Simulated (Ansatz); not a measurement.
# BH5O3Si + H2: a complex and its separated parts, part 2 of 2

Ansatz 0.2.0, Gaussian basis. The steps go on from the part before.

## 13. CAM-B3LYP-D4/def2-TZVPP

The inputs:

parta/in.yaml

```yaml
crystal:
  periodic: [false, false, false]
  atoms:
    - {symbol: B, position_ang: [0.822842, 0.008794, 0.619656]}
    - {symbol: O, position_ang: [1.843537, 0.833560, 0.998309]}
    - {symbol: O, position_ang: [1.097858, -1.261161, 0.202921]}
    - {symbol: O, position_ang: [-0.472726, 0.437016, 0.651774]}
    - {symbol: Si, position_ang: [-1.866797, -0.353033, 0.247635]}
    - {symbol: H, position_ang: [1.527982, 1.697996, 1.269975]}
    - {symbol: H, position_ang: [2.036775, -1.458772, 0.218539]}
    - {symbol: H, position_ang: [-1.845604, -0.755054, -1.180797]}
    - {symbol: H, position_ang: [-2.057409, -1.550651, 1.103131]}
    - {symbol: H, position_ang: [-2.971373, 0.607870, 0.480023]}
basis:
  gaussian: {orbitals: def2-TZVPP}
hamiltonian: {xc: {name: CAM-B3LYP}, dispersion: d4}
```

partb/in.yaml

```yaml
crystal:
  periodic: [false, false, false]
  atoms:
    - {symbol: H, position_ang: [1.146548, 1.198343, -2.224526]}
    - {symbol: H, position_ang: [0.738267, 0.595295, -2.386838]}
basis:
  gaussian: {orbitals: def2-TZVPP}
hamiltonian: {xc: {name: CAM-B3LYP}, dispersion: d4}
```

Each run has its own folder and the same command.

The run is started by

```sh
ansatz run in.yaml --threads 8 --pin off --events-out ev --progress --plain --max-ram 19148MiB
```

Log of parta, cut to the lines that bear on the results:

```text
Functional definition: CAM-B3LYP
  name "CAM-B3LYP"
  cite "Yanai, Tew & Handy, Chem. Phys. Lett. 393, 51 (2004) doi:10.1016/j.cplett.2004.06.011"
  cite "Iikura, Tsuneda, Yanai & Hirao, J. Chem. Phys. 115, 3540 (2001) doi:10.1063/1.1383587"
  cite "Becke, Phys. Rev. A 38, 3098 (1988) doi:10.1103/PhysRevA.38.3098"
  cite "Lee, Yang & Parr, Phys. Rev. B 37, 785 (1988) doi:10.1103/PhysRevB.37.785"
[...]
  # Exact exchange under (alpha + beta erf(omega r))/r, Becke's under what is left of 1/r.
[...]
1208 factors; their error is unknown
309 factors; integrals over basis functions are off by at most 1.4e-5 eV
[...]
mean field -14783.20422502 eV, -543.2727348537 hartree, gradient 2.3e-5 eV, S^2 0.000000; 0 other end points of the search recorded, 0 dependent functions left out
reference -14783.20435653 eV, -543.2727396867 hartree; 24, 24 occupied and 212, 212 virtual orbitals, 1208 factors
Total energy: -14783.35798838 eV, -543.2783855531 hartree
```

Log of partb, cut to the lines that bear on the results:

```text
[... 6 set-up lines as earlier in the session ...]
[...]
  # Exact exchange under (alpha + beta erf(omega r))/r, Becke's under what is left of 1/r.
[...]
118 factors; their error is unknown
42 factors; integrals over basis functions are off by at most 6.3e-5 eV
[...]
mean field -31.88030510 eV, -1.1715796031 hartree, gradient 6.4e-5 eV, S^2 0.000000; 0 other end points of the search recorded, 0 dependent functions left out
reference -31.88037504 eV, -1.1715821733 hartree; 1, 1 occupied and 27, 27 virtual orbitals, 118 factors
Total energy: -31.88188843 eV, -1.1716377893 hartree
```

Times: 0.9 s (parta), 0.1 s (partb) on 8 threads of Intel Xeon 6975P-C, shared host.

## 14. wB97X-V/def2-TZVPP

The same edit goes into each in.yaml of step 13 (parta, partb):

```diff
-hamiltonian: {xc: {name: CAM-B3LYP}, dispersion: d4}
+hamiltonian: {xc: {name: wB97X-V}}
```

One command serves all of them, each in its own folder.

The run is started by

```sh
ansatz run in.yaml --threads 8 --pin off --events-out ev --progress --plain --max-ram 19148MiB
```

Output in parta, cut to the lines that bear on the results:

```text
Functional definition: wB97X-V
  name "wB97X-V"
  cite "Mardirossian & Head-Gordon, Phys. Chem. Chem. Phys. 16, 9904 (2014) doi:10.1039/C3CP54374A"
[... 2 set-up lines as earlier in the session ...]
[...]
      + integral(e_c_pw_opposite_spin*poly(b97_u_opposite, cos0, cos1)) + vv10(b, c)
1208 factors; their error is unknown
284 factors; integrals over basis functions are off by at most 1.2e-5 eV
[...]
mean field -14781.69591784 eV, -543.2173055871 hartree, gradient 3.4e-5 eV, S^2 0.000000; 0 other end points of the search recorded, 0 dependent functions left out
reference -14781.69591559 eV, -543.2173055048 hartree; 24, 24 occupied and 212, 212 virtual orbitals, 1208 factors
Total energy: -14781.69591559 eV, -543.2173055048 hartree
```

partb printed, cut to the lines that bear on the results:

```text
[... 5 set-up lines as earlier in the session ...]
[...]
      + integral(e_c_pw_opposite_spin*poly(b97_u_opposite, cos0, cos1)) + vv10(b, c)
118 factors; their error is unknown
42 factors; integrals over basis functions are off by at most 3.0e-5 eV
[...]
mean field -31.90860415 eV, -1.1726195741 hartree, gradient 8.8e-5 eV, S^2 0.000000; 0 other end points of the search recorded, 0 dependent functions left out
reference -31.90860315 eV, -1.1726195373 hartree; 1, 1 occupied and 27, 27 virtual orbitals, 118 factors
Total energy: -31.90860315 eV, -1.1726195373 hartree
```

Times: 1.6 s (parta), 0.1 s (partb) on 8 threads of Intel Xeon 6975P-C, shared host; peak memory 0.59 GiB.

## 15. wB97M-V/def2-TZVPP

Each input of step 14 (parta, partb) changes in the same lines:

```diff
-hamiltonian: {xc: {name: wB97X-V}}
+hamiltonian: {xc: {name: wB97M-V}}
```

The same command starts each run, in its folder.

The run is started by

```sh
ansatz run in.yaml --threads 8 --pin off --events-out ev --progress --plain --max-ram 19148MiB
```

Log of parta, cut to the lines that bear on the results:

```text
Functional definition: wB97M-V
  name "wB97M-V"
  cite "Mardirossian & Head-Gordon, J. Chem. Phys. 144, 214110 (2016) doi:10.1063/1.4952647"
[... 2 set-up lines as earlier in the session ...]
  # Of w^i u^j: cxij and so on, Table III.
[...]
  gx(w, u) = 1 - cx + cx01*u + cx10*w
[...]
      + integral(e_c_pw_mod_opposite_spin*gos(b97_w_opposite, b97_u_opposite)) + vv10(b, c)
1208 factors; their error is unknown
284 factors; integrals over basis functions are off by at most 1.2e-5 eV
[...]
mean field -14782.49986438 eV, -543.2468500779 hartree, gradient 4.7e-5 eV, S^2 0.000000; 0 other end points of the search recorded, 0 dependent functions left out
reference -14782.49991901 eV, -543.2468520851 hartree; 24, 24 occupied and 212, 212 virtual orbitals, 1208 factors
Total energy: -14782.49991901 eV, -543.2468520851 hartree
```

Output in partb, cut to the lines that bear on the results:

```text
[... 5 set-up lines as earlier in the session ...]
  # Of w^i u^j: cxij and so on, Table III.
[...]
  gx(w, u) = 1 - cx + cx01*u + cx10*w
[...]
      + integral(e_c_pw_mod_opposite_spin*gos(b97_w_opposite, b97_u_opposite)) + vv10(b, c)
118 factors; their error is unknown
42 factors; integrals over basis functions are off by at most 3.0e-5 eV
[...]
mean field -31.60112390 eV, -1.1613198833 hartree, gradient 7.4e-6 eV, S^2 0.000000; 0 other end points of the search recorded, 0 dependent functions left out
reference -31.60114816 eV, -1.1613207747 hartree; 1, 1 occupied and 27, 27 virtual orbitals, 118 factors
Total energy: -31.60114816 eV, -1.1613207747 hartree
```

They took 1.6 s (parta), 0.1 s (partb) on 8 threads of Intel Xeon 6975P-C, shared host; peak memory 0.62 GiB.

## 16. B2PLYP/def2-TZVPP

Each input of step 15 (parta, partb) changes in the same lines:

```diff
-hamiltonian: {xc: {name: wB97M-V}}
+hamiltonian: {xc: {name: B2PLYP}}
```

Each run has its own folder and the same command.

The run is started by

```sh
ansatz run in.yaml --threads 8 --pin off --events-out ev --progress --plain --max-ram 19148MiB
```

Log of parta, cut to the lines that bear on the results:

```text
Functional definition: B2PLYP
  name "B2PLYP"
  cite "Grimme, J. Chem. Phys. 124, 034108 (2006) doi:10.1063/1.2148954"
[... 2 set-up lines as earlier in the session ...]
[...]
1439 factors; integrals over basis functions are off by at most 8.2e-4 eV
[...]
mean field -14769.23179794 eV, -542.7592576296 hartree, gradient 3.0e-6 eV, S^2 0.000000; 0 other end points of the search recorded, 0 dependent functions left out
9 core orbitals not correlated: weight in the atoms' cores, before any rotation towards them, 1.000 or more for the frozen orbitals, at most 0.000 for the correlated occupied ones
reference -14769.23196706 eV, -542.7592638447 hartree; 15, 15 occupied and 212, 212 virtual orbitals, 1439 factors
second order -30.35790424 eV of doubles, -0.00000000 eV of singles
Total energy: -14777.42860121 eV, -543.0604845936 hartree
```

Output in partb, cut to the lines that bear on the results:

```text
[... 5 set-up lines as earlier in the session ...]
[...]
145 factors; integrals over basis functions are off by at most 7.3e-4 eV
[...]
mean field -31.55850449 eV, -1.1597536488 hartree, gradient 1.1e-6 eV, S^2 0.000000; 0 other end points of the search recorded, 0 dependent functions left out
reference -31.55859390 eV, -1.1597569347 hartree; 1, 1 occupied and 27, 27 virtual orbitals, 145 factors
second order -1.02365369 eV of doubles, -0.00000000 eV of singles
Total energy: -31.83498040 eV, -1.1699139512 hartree
```

They took 1.6 s (parta), 0.1 s (partb) on 8 threads of Intel Xeon 6975P-C, shared host; peak memory 0.59 GiB.

## 17. PBE-QIDH/def2-TZVPP

The same edit goes into each in.yaml of step 16 (parta, partb):

```diff
-hamiltonian: {xc: {name: B2PLYP}}
+hamiltonian: {xc: {name: PBE-QIDH}}
```

Each run has its own folder and the same command.

The run is started by

```sh
ansatz run in.yaml --threads 8 --pin off --events-out ev --progress --plain --max-ram 19148MiB
```

Output in parta, cut to the lines that bear on the results:

```text
Functional definition: PBE-QIDH
  name "PBE-QIDH"
  cite "Brémond, Sancho-García, Pérez-Jiménez & Adamo, J. Chem. Phys. 141, 031101 (2014) doi:10.1063/1.4890314"
[... 1 set-up line as earlier in the session ...]
[...]
1439 factors; integrals over basis functions are off by at most 8.2e-4 eV
[...]
mean field -14761.78164563 eV, -542.4854695821 hartree, gradient 3.4e-6 eV, S^2 0.000000; 0 other end points of the search recorded, 0 dependent functions left out
9 core orbitals not correlated: weight in the atoms' cores, before any rotation towards them, 1.000 or more for the frozen orbitals, at most 0.000 for the correlated occupied ones
reference -14761.78165894 eV, -542.4854700711 hartree; 15, 15 occupied and 212, 212 virtual orbitals, 1439 factors
second order -28.27237583 eV of doubles, -0.00000000 eV of singles
Total energy: -14771.20578422 eV, -542.8318002871 hartree
```

partb printed, cut to the lines that bear on the results:

```text
[... 4 set-up lines as earlier in the session ...]
[...]
145 factors; integrals over basis functions are off by at most 7.3e-4 eV
[...]
mean field -31.52726472 eV, -1.1586056085 hartree, gradient 1.4e-6 eV, S^2 0.000000; 0 other end points of the search recorded, 0 dependent functions left out
reference -31.52727114 eV, -1.1586058444 hartree; 1, 1 occupied and 27, 27 virtual orbitals, 145 factors
second order -0.95919793 eV of doubles, -0.00000000 eV of singles
Total energy: -31.84700378 eV, -1.1703558023 hartree
```

Times: 1.4 s (parta), 0.1 s (partb) on 8 threads of Intel Xeon 6975P-C, shared host; peak memory 0.59 GiB.

## 18. RPA on PBE/def2-TZVPP

The same edit goes into each in.yaml of step 17 (parta, partb):

```diff
-hamiltonian: {xc: {name: PBE-QIDH}}
+hamiltonian: {xc: pbe}
+correlation: {method: rpa}
```

One command serves all of them, each in its own folder.

The run is started by

```sh
ansatz run in.yaml --threads 8 --pin off --events-out ev --progress --plain --max-ram 19148MiB
```

parta printed, cut to the lines that bear on the results:

```text
[... 4 set-up lines as earlier in the session ...]
[...]
1439 factors; integrals over basis functions are off by at most 8.2e-4 eV
[...]
mean field -14773.19093723 eV, -542.9047533149 hartree, gradient 3.1e-6 eV, S^2 0.000000; 0 other end points of the search recorded, 0 dependent functions left out
9 core orbitals not correlated: weight in the atoms' cores, before any rotation towards them, 1.000 or more for the frozen orbitals, at most 0.000 for the correlated occupied ones
reference -14732.25482228 eV, -541.4003788378 hartree; 15, 15 occupied and 212, 212 virtual orbitals, 1439 factors
Total energy: -14772.53468178 eV, -542.8806363716 hartree
```

Log of partb, cut to the lines that bear on the results:

```text
[... 4 set-up lines as earlier in the session ...]
[...]
145 factors; integrals over basis functions are off by at most 7.3e-4 eV
[...]
mean field -31.73221016 eV, -1.1661372145 hartree, gradient 1.4e-6 eV, S^2 0.000000; 0 other end points of the search recorded, 0 dependent functions left out
reference -30.80642094 eV, -1.1321150880 hartree; 1, 1 occupied and 27, 27 virtual orbitals, 145 factors
Total energy: -32.86230752 eV, -1.2076675266 hartree
```

Times: 1.6 s (parta), 0.1 s (partb) on 8 threads of Intel Xeon 6975P-C, shared host.

## 19. CCSD(T)/def2-TZVPP

Each input of step 18 (parta, partb) changes in the same lines:

```diff
-hamiltonian: {xc: pbe}
-correlation: {method: rpa}
+correlation: {method: ccsd_t}
```

The same command starts each run, in its folder.

The run is started by

```sh
ansatz run in.yaml --threads 8 --pin off --events-out ev --progress --plain --max-ram 19148MiB
```

Log of parta, cut to the lines that bear on the results:

```text
Functional definition: HF
  name "HF"
  cite "Fock, Z. Phys. 61, 126 (1930) doi:10.1007/BF01340294"
[... 1 set-up line as earlier in the session ...]
[...]
1439 factors; integrals over basis functions are off by at most 8.2e-4 eV
[...]
mean field -14733.95410053 eV, -541.4628261618 hartree, gradient 1.8e-6 eV, S^2 0.000000; 0 other end points of the search recorded, 0 dependent functions left out
9 core orbitals not correlated: weight in the atoms' cores, before any rotation towards them, 1.000 or more for the frozen orbitals, at most 0.000 for the correlated occupied ones
reference -14733.95410053 eV, -541.4628261618 hartree; 15, 15 occupied and 212, 212 virtual orbitals, 1439 factors
second order -25.28329024 eV of doubles, -0.00000000 eV of singles
cycle   1  -25.36589711 eV  change   -8.3e-2 eV  update   1.0e-1
[...]
cycle   9  -26.05637237 eV  change   -2.5e-6 eV  update   1.2e-5
perturbative correction -0.90066026 eV, -0.0330986541 hartree
Total energy: -14760.91113316 eV, -542.4534788389 hartree
```

partb printed, cut to the lines that bear on the results:

```text
[... 4 set-up lines as earlier in the session ...]
[...]
145 factors; integrals over basis functions are off by at most 7.3e-4 eV
[...]
mean field -30.82772345 eV, -1.1328979412 hartree, gradient 4.2e-7 eV, S^2 0.000000; 0 other end points of the search recorded, 0 dependent functions left out
reference -30.82772345 eV, -1.1328979412 hartree; 1, 1 occupied and 27, 27 virtual orbitals, 145 factors
second order -0.86257051 eV of doubles, -0.00000000 eV of singles
cycle   1  -1.00722242 eV  change   -1.4e-1 eV  update   2.6e-2
[...]
cycle   7  -1.07306577 eV  change    6.2e-7 eV  update   4.2e-7
perturbative correction -0.00000000 eV, -0.0000000000 hartree
Total energy: -31.90078922 eV, -1.1723323808 hartree
```

They took 17 s (parta), 0.1 s (partb) on 8 threads of Intel Xeon 6975P-C, shared host; peak memory 4.8 GiB.

## 20. Vibrations of BH5O3Si

vib-parta/in.yaml

```yaml
crystal:
  periodic: [false, false, false]
  atoms:
    - {symbol: B, position_ang: [0.822842, 0.008794, 0.619656]}
    - {symbol: O, position_ang: [1.843537, 0.833560, 0.998309]}
    - {symbol: O, position_ang: [1.097858, -1.261161, 0.202921]}
    - {symbol: O, position_ang: [-0.472726, 0.437016, 0.651774]}
    - {symbol: Si, position_ang: [-1.866797, -0.353033, 0.247635]}
    - {symbol: H, position_ang: [1.527982, 1.697996, 1.269975]}
    - {symbol: H, position_ang: [2.036775, -1.458772, 0.218539]}
    - {symbol: H, position_ang: [-1.845604, -0.755054, -1.180797]}
    - {symbol: H, position_ang: [-2.057409, -1.550651, 1.103131]}
    - {symbol: H, position_ang: [-2.971373, 0.607870, 0.480023]}
basis:
  gaussian: {orbitals: def2-TZVP}
hamiltonian: {xc: pbe0, dispersion: d4}
phonons: {temperatures: {t_min: 298.15, t_max: 900, t_step: 200}}
```

The run is started by

```sh
ansatz run in.yaml --threads 8 --pin off --events-out ev --progress --plain --max-ram 19148MiB
```

The program printed, cut to the lines that bear on the results:

```text
[... 5 set-up lines as earlier in the session ...]
[...]
1110 factors; their error is unknown
[...]
mean field -14774.16537211 eV, -542.9405631361 hartree, gradient 3.3e-5 eV, S^2 0.000000; 0 other end points of the search recorded, 0 dependent functions left out
[...]
Atom 8 at    -2.057409    -1.550651     1.103131 Å, force     0.000378     0.000066     0.000071 eV/Å
Atom 9 at    -2.971373     0.607870     0.480023 Å, force    -0.000057    -0.000030     0.000028 eV/Å
Dipole moment:     0.099137     0.124141     0.051598 e Å
Vibrations: 77.13 100.27 113.42 381.58 469.14 487.28 548.75 673.99 697.17 730.77 763.66 952.78 956.03 967.36 973.13 1018.39 1077.05 1450.69 1460.56 2237.82 2240.23 2248.23 3902.28 3904.15 cm⁻¹, zero-point energy 1.762550 eV
```

Run time: 38 s. Hardware: 8 threads of Intel Xeon 6975P-C, shared host.

Wavenumbers and character of the modes:

```tsv
mode	wavenumber (cm⁻¹)	character
1	77	torsion
2	100	torsion
3	113	bend
4	382	bend
5	469	bend
6	487	torsion
7	549	torsion
8	674	wag or twist with out-of-plane bend
9	697	bend with B–O stretch
10	731	bend
11	764	bend with Si–O stretch
12	953	bend
13	956	bend with wag or twist
14	967	bend
15	973	bend
16	1018	bend
17	1077	bend with Si–O stretch
18	1451	B–O stretch
19	1461	B–O stretch
20	2238	Si–H stretch
21	2240	Si–H stretch
22	2248	Si–H stretch
23	3902	O–H stretch
24	3904	O–H stretch
```

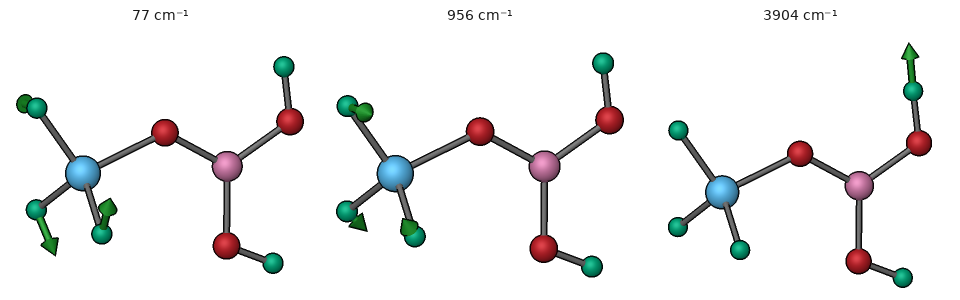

Displacements of 3 modes, as arrows.

Vibrational sums (real modes only):

```tsv
T (K)	entropy (J/mol/K)	heat capacity (J/mol/K)
298	64.5	70.4
498	110.6	109.3
698	151.5	133.0
898	187.0	148.4
```

## 21. Vibrations of H2

vib-partb/in.yaml

```yaml
crystal:
  periodic: [false, false, false]
  atoms:
    - {symbol: H, position_ang: [1.146548, 1.198343, -2.224526]}
    - {symbol: H, position_ang: [0.738267, 0.595295, -2.386838]}
basis:
  gaussian: {orbitals: def2-TZVP}
hamiltonian: {xc: pbe0, dispersion: d4}
phonons: {temperatures: {t_min: 298.15, t_max: 900, t_step: 200}}
```

The run is started by

```sh
ansatz run in.yaml --threads 8 --pin off --events-out ev --progress --plain --max-ram 19148MiB
```

The program printed, cut to the lines that bear on the results:

```text
[... 5 set-up lines as earlier in the session ...]
[...]
88 factors; their error is unknown
[...]
mean field -31.78865275 eV, -1.1682114416 hartree, gradient 1.8e-5 eV, S^2 0.000000; 0 other end points of the search recorded, 0 dependent functions left out
[...]
reference -31.78855686 eV, -1.1682079176 hartree; 1, 1 occupied and 11, 11 virtual orbitals, 88 factors
Total energy: -31.79027516 eV, -1.1682710639 hartree
Atom 0 at     1.146548     1.198343    -2.224526 Å, force    -0.000203    -0.000300    -0.000081 eV/Å
Atom 1 at     0.738267     0.595295    -2.386838 Å, force     0.000203     0.000300     0.000081 eV/Å
Dipole moment:    -0.000000    -0.000000    -0.000000 e Å
Vibrations: 4414.92 cm⁻¹, zero-point energy 0.273690 eV
```

Run time: 0.15 s. Hardware: 8 threads of Intel Xeon 6975P-C, shared host.

Wavenumbers and character of the modes:

```tsv
mode	wavenumber (cm⁻¹)	character
1	4415	H–H stretch
```

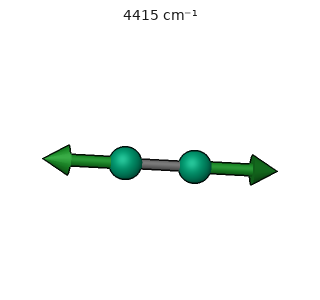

How the atoms move in 1 of the modes.

Vibrational sums (real modes only):

```tsv
T (K)	entropy (J/mol/K)	heat capacity (J/mol/K)
298	0.0	0.0
498	0.0	0.0
698	0.0	0.1
898	0.1	0.4
```

## 22. Complex less separated parts

The complex's own energies come from single points at the same levels.

Rows are in def2-TZVPP; times add the 3 runs of a level on a shared host, so small differences are noise.

Differences are taken before rounding.

```tsv
method	rung	complex less parts (kJ/mol)	from CCSD(T) (kJ/mol)	time
SPW92	LDA	-6.06	-3.56	1 s
PBE-D4	GGA	-4.00	-1.50	1.3 s
BLYP-D4	GGA	-2.29	+0.21	1.4 s
r2SCAN-D4	meta-GGA	-2.66	-0.16	2.4 s
B97M-V	meta-GGA	-3.21	-0.70	4.3 s
PBE0-D4	hybrid	-3.57	-1.07	1.8 s
B3LYP-D4	hybrid	-2.77	-0.27	1.8 s
r2SCAN0-D4	hybrid	-2.91	-0.41	2.9 s
BHLYP-D4	hybrid	-3.10	-0.60	2.2 s
CAM-B3LYP-D4	range-separated hybrid	-3.19	-0.69	2.7 s
wB97X-V	range-separated hybrid	-3.43	-0.92	4.3 s
wB97M-V	range-separated hybrid	-3.26	-0.75	4.2 s
B2PLYP	double hybrid	-0.38	+2.12	3.8 s
PBE-QIDH	double hybrid	-1.62	+0.89	3.6 s
RPA on PBE	RPA	-1.87	+0.63	3.6 s
Hartree-Fock	wavefunction	1.27	+3.78	
MP2	wavefunction	-2.26	+0.24	
CCSD	wavefunction	-2.05	+0.46	
CCSD(T)	wavefunction	-2.50	0	43 s
```

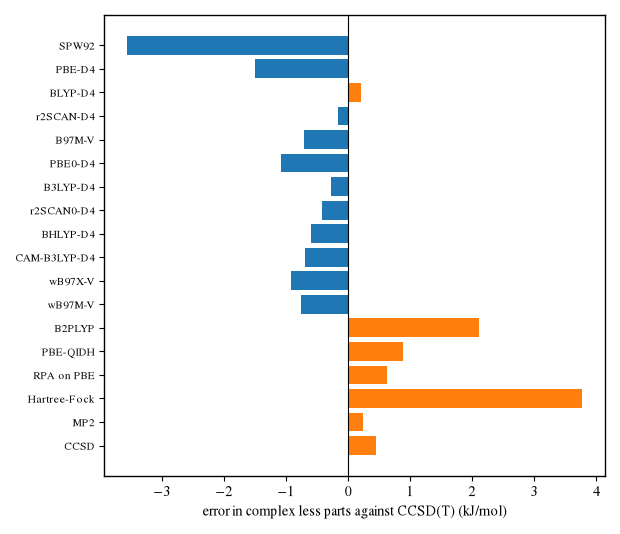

Deviations from CCSD(T), method by method.

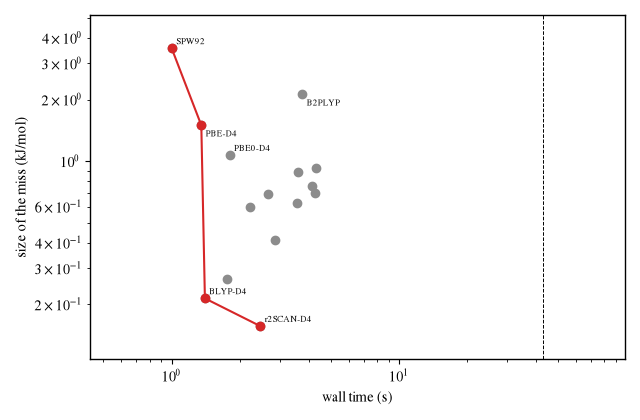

Miss against cost. Red marks the levels that no quicker level drawn beats (of those quicker than the yardstick), and the dashed line is the time of CCSD(T). Only those levels and the largest misses are named. Times are from a shared host.

r2SCAN-D4 reaches 0.16 kJ/mol from the reference in 2.4 s, where CCSD(T) took 43 s; the quickest level in the cost chart, SPW92, takes 1 s and misses by 3.56 kJ/mol.

The complex's zero-point energy, from a separate PBE0-D4 run, is 2.065 eV.

## 23. What came out

The summary covers parts 1 to 2.

| quantity | value |
| --- | --- |
| complex less parts, CCSD(T)/def2-TZVPP | -2.50 kJ/mol |
| with zero-point energy | +0.24 kJ/mol |
| largest T1 diagnostic | 0.012 |

At CCSD(T) the complex lies 2.50 kJ/mol below its parts. Among the functionals r2SCAN-D4 lands nearest to CCSD(T) (-0.16 kJ/mol) and SPW92 farthest (-3.56 kJ/mol). Mean unsigned error by rung: LDA 3.56, GGA 0.86, meta-GGA 0.43, hybrid 0.59, range-separated hybrid 0.79, double hybrid 1.50 kJ/mol. The double hybrids carry no dispersion term here, unlike the levels marked D4 or V. PBE-D4 gives a relative energy 1.50 kJ/mol too low, an error of 60 % of the reference. The complex's frequency run has imaginary modes: the structure is no minimum, so both the energy and the zero-point correction are in doubt. No counterpoise was applied, and triple zeta lacks some correlation, so the CCSD(T) reference has a basis error of its own, and close matches with it are partly luck.
